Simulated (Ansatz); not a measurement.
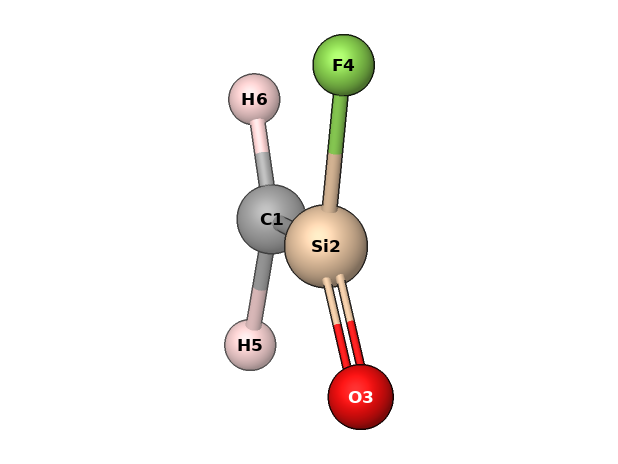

(Drawn from a calculation with Ansatz.)

C1 lies behind Si2. The molecule seen a little off the Si2–C1 bond, Si2 in front. Depth is shown by fading: the farther an atom, the more it takes the colour of the background. State: charge −1, singlet. Geometry: moved along internal coordinates away from the minimum.

Q: What is the torsion angle F4–Si2–C1–H5? The sign is positive where the front bond must turn clockwise to cover the back bond.

A: 180°, antiperiplanar (anti).
